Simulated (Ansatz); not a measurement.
H₆NSi₃ (SMILES [NH+]1=[SiH][SiH2][SiH2]1) (charge +1)

The calculation's input:

```
crystal:
  periodic: [false, false, false]
  atoms:
    - symbol: N
      position_ang: [-2.238775, -0.243817, 0.166533]
    - symbol: Si
      position_ang: [-1.634921, -0.018550, -1.382992]
    - symbol: Si
      position_ang: [-1.556005, -1.816594, 0.802420]
    - symbol: Si
      position_ang: [-0.414962, -2.042924, -1.272611]
    - symbol: H
      position_ang: [-2.048074, 1.201294, -2.118702]
    - symbol: H
      position_ang: [-2.871542, 0.364400, 0.686958]
    - symbol: H
      position_ang: [-2.645003, -2.782529, 1.052938]
    - symbol: H
      position_ang: [-0.708062, -1.564785, 1.985334]
    - symbol: H
      position_ang: [-0.905522, -3.025014, -2.263298]
    - symbol: H
      position_ang: [1.042656, -1.799654, -1.325472]
basis:
  gaussian:
    orbitals: def2-TZVPD
total_charge: 1
hamiltonian:
  xc: pbe0
output:
  forces: true
  orbitals: {seedname: orbitals}
```

Run with:

```sh
ansatz run input.yaml --threads 1 --pin off --max-ram 2610MiB --events-out events.jsonl --progress --plain --runs-dir runs
```

Geometry: B3LYP/6-31G*.

These are results of isolated molecule in a Gaussian basis; Kohn-Sham density functional theory, functional PBE0 in Ansatz, not measurements.

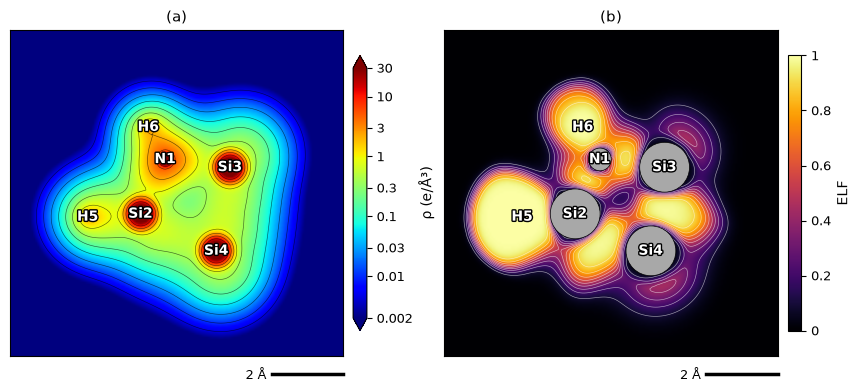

Figure 1. (a) electron density; (b) electron localisation function on the plane of atoms N1, Si3 and Si4. Grey discs cover the atomic cores in the ELF map.

Q: Describe what can be read from this map.

A:
- The plane passes through N, Si and H nuclei.
- Si–N (1.68 Å): ρ at the midpoint is about 1.2 e/Å³; the ELF peaks at about 0.90 between the atoms, as expected for a shared but strongly polarised pair.
- Si–Si (2.37 Å): ρ is about 0.57 e/Å³ halfway; the ELF peaks at about 0.95 between the atoms: a shared electron pair.
- N–H (1.02 Å): the density is about 2.9 e/Å³ at the midpoint; the ELF climbs to about 1 towards the hydrogen, as it does in any bond to H (a covalent bond by its length).
- Si–N (1.83 Å): the density is about 0.91 e/Å³ at the midpoint; the ELF peaks at about 0.90 between the atoms: a shared but strongly polarised pair.
- Si–H (1.48 Å): ρ is about 0.86 e/Å³ halfway; the ELF climbs to about 1 towards the hydrogen.

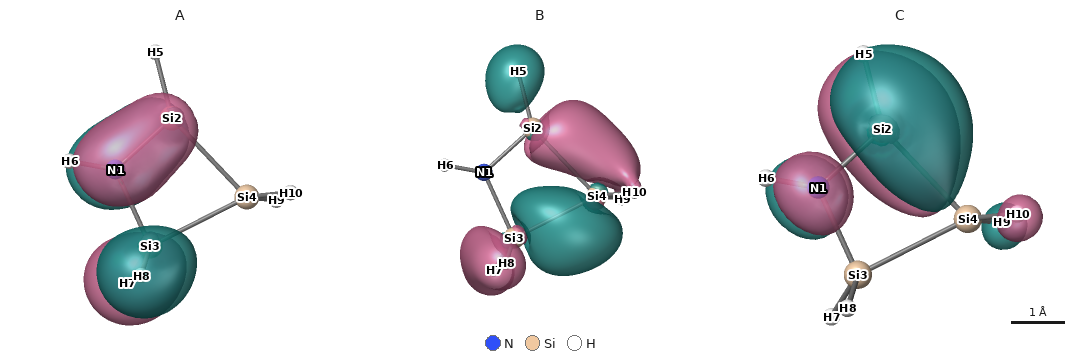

Figure 2. Three frontier orbitals at ±0.1 Å⁻³ᐟ² (teal and pink are the two phases), in no order.

Q: Which picture is the HOMO−1, the HOMO and the LUMO?

A: A is the HOMO−1 (−13.61 eV). Its weight (Hirshfeld) is mainly on N1 (about 35 %), Si3 (about 20 %), H7 (about 15 %), H8 (about 15 %) and Si2 (about 15 %). B is the HOMO (−12.83 eV). Its weight (Hirshfeld) is mainly on Si4 (about 35 %), Si3 (about 30 %) and Si2 (about 20 %). C is the LUMO (−7.52 eV). Its weight (Hirshfeld) is mainly on Si2 (about 65 %) and N1 (about 15 %).

Q: What is the HOMO–LUMO gap?

A: 5.31 eV between the orbital energies.
